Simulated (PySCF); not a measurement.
# InH2 (SMILES [InH2]) at 5 levels

Wanted: a comparison of 5 runs (UMP2/ccECP-cc-pVDZ, UCCSDT/ccECP-cc-pVDZ, UCISD/ccECP-cc-pVDZ, UCCSD(T)/ccECP-cc-pVDZ, FCI/ccECP-cc-pVDZ) of InH2. 

The results are computed with PySCF 2.14.0.

**1. The molecule**

InH2: 3 atoms, total charge 0, spin state doublet. As SMILES, `[InH2]`. The In1–H2 distance was set to 2.110 Å, away from the relaxed value.

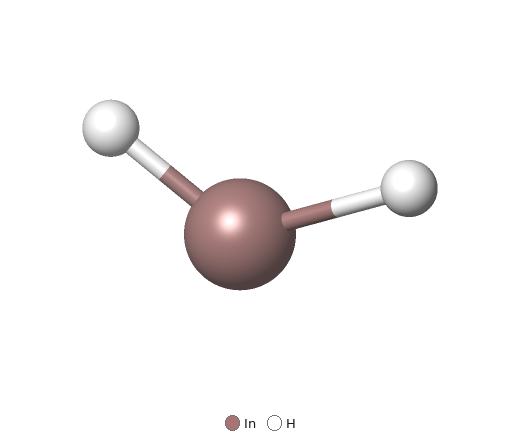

Viewed from a chosen angle; indium brown, hydrogen white.

**2. A single-point energy at UMP2/ccECP-cc-pVDZ (core potential) (run 1)**

File calc.py:

```python
from pyscf import gto, scf, mp

mol = gto.M(
    atom='In 0.323257 -0.763575 0.075437; H 0.691300 1.265400 0.521600; H -1.148243 -1.242975 -0.759063',
    verbose=4,
    max_memory=1860,
    ecp='ccecp',
    spin=1,
    basis='ccecp-cc-pvdz',
    charge=0,
)

calc0 = scf.UHF(mol)
calc0.conv_tol = 1e-10
calc0.kernel()
if not calc0.converged:
    calc0 = calc0.newton().run(calc0.mo_coeff, calc0.mo_occ)

pt = mp.MP2(calc0).run()
e_final = pt.e_tot
print('E = %.10f Eh' % e_final)
```

Run with:

```console
OMP_NUM_THREADS=1 python calc.py
```

Output:

```text
PySCF version 2.14.0

[INPUT] num. atoms = 3
[INPUT] num. electrons = 5
[INPUT] charge = 0
[INPUT] spin (= nelec alpha-beta = 2S) = 1
[INPUT] symmetry False subgroup None
[INPUT] Mole.unit = angstrom
[INPUT] Symbol           X                Y                Z      unit          X                Y                Z       unit  Magmom
[INPUT]  1 In     0.323257000000  -0.763575000000   0.075437000000 AA    0.610867197849  -1.442947625565   0.142555269659 Bohr   0.0
[INPUT]  2 H      0.691300000000   1.265400000000   0.521600000000 AA    1.306367669912   2.391259438025   0.985681146573 Bohr   0.0
[INPUT]  3 H     -1.148243000000  -1.242975000000  -0.759063000000 AA   -2.169864794449  -2.348882329681  -1.434421181291 Bohr   0.0

nuclear repulsion = 1.8126577454087
number of shells = 11
number of NR pGTOs = 73
number of NR cGTOs = 23
basis = ccecp-cc-pvdz
ecp = ccecp

[... 73 lines left out ...]
converged SCF energy = -2.93920160358204  <S^2> = 0.79261082  2S+1 = 2.0421663
[... 1 line left out ...]
******** <class 'pyscf.mp.ump2.UMP2'> ********
nocc = (np.int64(3), np.int64(2)), nmo = (23, 23)
E(UMP2) = -2.99112492052141  E_corr = -0.0519233169393765
E(SCS-UMP2) = -2.99894947727961  E_corr = -0.0597478736975746
E_corr(same-spin) = -0.00295396918808911
E_corr(oppo-spin) = -0.0489693477512874
E = -2.9911249205 Eh
```

Wall time 0.85 s (1 thread of Arm Neoverse V1, shared host); peak memory 0.12 GiB.

**3. A single-point energy at UCCSDT/ccECP-cc-pVDZ (core potential) (run 2)**

File calc.py:

```python
from pyscf import gto, cc

system = gto.Mole()
system.atom = '''
In   0.323257  -0.763575   0.075437
H    0.691300   1.265400   0.521600
H   -1.148243  -1.242975  -0.759063
'''
system.spin = 1
system.basis = 'ccecp-cc-pvdz'
system.verbose = 4
system.max_memory = 1860
system.ecp = 'ccecp'
system.build()

mf = system.UHF()
mf.conv_tol = 1e-10
mf.kernel()
if not mf.converged:
    mf = mf.newton().run(mf.mo_coeff, mf.mo_occ)

mycc = cc.CCSDT(mf)
mycc.kernel()
energy = mycc.e_tot
print(f'total energy: {energy:.8f} hartree')
```

Run with:

```console
OMP_NUM_THREADS=1 python calc.py
```

Output:

```text
PySCF version 2.14.0

[INPUT] num. atoms = 3
[INPUT] num. electrons = 5
[INPUT] charge = 0
[INPUT] spin (= nelec alpha-beta = 2S) = 1
[INPUT] symmetry False subgroup None
[INPUT] Mole.unit = angstrom
[INPUT] Symbol           X                Y                Z      unit          X                Y                Z       unit  Magmom
[INPUT]  1 In     0.323257000000  -0.763575000000   0.075437000000 AA    0.610867197849  -1.442947625565   0.142555269659 Bohr   0.0
[INPUT]  2 H      0.691300000000   1.265400000000   0.521600000000 AA    1.306367669912   2.391259438025   0.985681146573 Bohr   0.0
[INPUT]  3 H     -1.148243000000  -1.242975000000  -0.759063000000 AA   -2.169864794449  -2.348882329681  -1.434421181291 Bohr   0.0

nuclear repulsion = 1.8126577454087
number of shells = 11
number of NR pGTOs = 73
number of NR cGTOs = 23
basis = ccecp-cc-pvdz
ecp = ccecp

[... 73 lines left out ...]
converged SCF energy = -2.93920160358204  <S^2> = 0.79261082  2S+1 = 2.0421663
[... 16 lines left out ...]
WARN: A large `blksize_v_aaa` is being used, which may cause large memory consumption
[... 3 lines left out ...]
WARN: A large `blksize_v_aab` is being used, which may cause large memory consumption
[... 6 lines left out ...]
Init t2, MP2 energy = -0.0519233166765223
[... 17 lines left out ...]
UCCSDT converged
[... 3 lines left out ...]
total energy: -3.01404335 hartree
```

Run time: 3.6 s. Hardware: 1 thread of Arm Neoverse V1, shared host; peak memory 0.14 GiB.

**4. The energy at UCISD/ccECP-cc-pVDZ (core potential) (run 3)**

File job.py:

```python
from pyscf import gto, ci

molecule = gto.Mole()
molecule.atom = 'In 0.323257 -0.763575 0.075437; H 0.691300 1.265400 0.521600; H -1.148243 -1.242975 -0.759063'
molecule.max_memory = 1860
molecule.charge = 0
molecule.basis = 'ccecp-cc-pvdz'
molecule.ecp = 'ccecp'
molecule.spin = 1
molecule.verbose = 4
molecule.build()

mf = molecule.UHF()
mf.conv_tol = 1e-10
mf.kernel()
if not mf.converged:
    mf = mf.newton().run(mf.mo_coeff, mf.mo_occ)

cisd = ci.CISD(mf)
cisd.kernel()
e_final = cisd.e_tot
print('E(%s) = %.9f' % ('CISD', e_final))
```

Run with:

```console
OMP_NUM_THREADS=1 python job.py
```

Output:

```text
PySCF version 2.14.0

[INPUT] num. atoms = 3
[INPUT] num. electrons = 5
[INPUT] charge = 0
[INPUT] spin (= nelec alpha-beta = 2S) = 1
[INPUT] symmetry False subgroup None
[INPUT] Mole.unit = angstrom
[INPUT] Symbol           X                Y                Z      unit          X                Y                Z       unit  Magmom
[INPUT]  1 In     0.323257000000  -0.763575000000   0.075437000000 AA    0.610867197849  -1.442947625565   0.142555269659 Bohr   0.0
[INPUT]  2 H      0.691300000000   1.265400000000   0.521600000000 AA    1.306367669912   2.391259438025   0.985681146573 Bohr   0.0
[INPUT]  3 H     -1.148243000000  -1.242975000000  -0.759063000000 AA   -2.169864794449  -2.348882329681  -1.434421181291 Bohr   0.0

nuclear repulsion = 1.8126577454087
number of shells = 11
number of NR pGTOs = 73
number of NR cGTOs = 23
basis = ccecp-cc-pvdz
ecp = ccecp

[... 73 lines left out ...]
converged SCF energy = -2.93920160358204  <S^2> = 0.79261082  2S+1 = 2.0421663
[... 1 line left out ...]
******** <class 'pyscf.ci.ucisd.UCISD'> ********
CISD nocc = (np.int64(3), np.int64(2)), nmo = (23, 23)
max_cycle = 50
direct = 0
conv_tol = 1e-09
max_cycle = 50
max_space = 12
lindep = 0
nroots = 1
Init t2, MP2 energy = -0.0519233166765223
UCISD converged
E(UCISD) = -3.010105478190477  E_corr = -0.07090387460844057
E(CISD) = -3.010105478
```

Run time: 1 s. Hardware: 1 thread of Arm Neoverse V1, shared host; peak memory 0.13 GiB.

Run 4 isn't shown in full; the table further down has it.

**5. A single-point energy at FCI/ccECP-cc-pVDZ (core potential) (run 5)**

File input.xyz:

```xyz
3

In     0.323257    -0.763575     0.075437
H      0.691300     1.265400     0.521600
H     -1.148243    -1.242975    -0.759063
```

File run.py:

```python
from pyscf import gto, mcscf

mol = gto.Mole()
mol.atom = 'input.xyz'
mol.verbose = 3
mol.basis = 'ccecp-cc-pvdz'
mol.max_memory = 1860
mol.spin = 1
mol.ecp = 'ccecp'
mol.build()

mf = mol.ROHF()
mf.conv_tol = 1e-10
mf.kernel()
if not mf.converged:
    mf = mf.newton().run(mf.mo_coeff, mf.mo_occ)

cas = mcscf.CASCI(mf, mf.mo_coeff.shape[-1] - 0, (mol.nelec[0] - 0, mol.nelec[1] - 0))  # full CI above the frozen core
cas.fix_spin_(ss=0.75)
cas.kernel()
e_tot = cas.e_tot
print('Final energy', e_tot)
```

Run with:

```console
OMP_NUM_THREADS=1 python run.py
```

Output:

```text
converged SCF energy = -2.93577327189288
CASCI E = -3.01407474289814  E(CI) = -4.82673248830684  S^2 = 0.7500000
Final energy -3.014074742898142
```

Wall time 1.9 min (1 thread of Arm Neoverse V1, shared host); peak memory 0.22 GiB.

**6. All runs side by side**

```
run                                    level  energy (Eh)  dipole moment (D) of the reference  HOMO energy (eV)  LUMO energy (eV)  wall time
  1      UMP2/ccECP-cc-pVDZ (core potential)    -2.991125                                1.17             -7.92              0.34     0.85 s
  2    UCCSDT/ccECP-cc-pVDZ (core potential)    -3.014043                                1.17             -7.92              0.34      3.6 s
  3     UCISD/ccECP-cc-pVDZ (core potential)    -3.010105                                1.17             -7.92              0.34        1 s
  4  UCCSD(T)/ccECP-cc-pVDZ (core potential)    -3.013429                                1.17             -7.92              0.34      1.1 s
  5       FCI/ccECP-cc-pVDZ (core potential)    -3.014075                                1.30                 –                 –    1.9 min
```

**7. What came out**

```
                                   quantity        value
                        run 5: total energy  -3.01407 Eh
run 5: dipole moment (Hartree–Fock density)       1.30 D
                  run 5: correlation energy    -78.3 mEh
```

Against full CI in this basis: UMP2 +22.9 mEh; UCCSDT +0.0 mEh; UCISD +4.0 mEh; UCCSD(T) +0.6 mEh. All runs together took 2 min, the longest 1.9 min.
